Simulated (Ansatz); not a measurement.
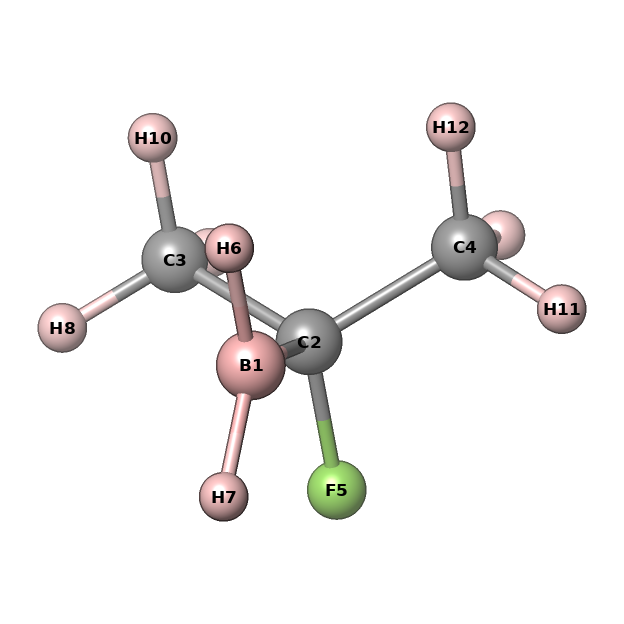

C2 lies behind B1. The molecule seen a little off the B1–C2 bond, B1 in front. Distant atoms are faded towards the background colour. The geometry was computed by an optimisation with PBE-D4/def2-SVP. No frequency run is at hand to confirm it as a minimum.

Q: What is the torsion angle H6–B1–C2–F5? The sign is positive where the front bond must turn clockwise to cover the back bond.

A: 177°, antiperiplanar (anti).
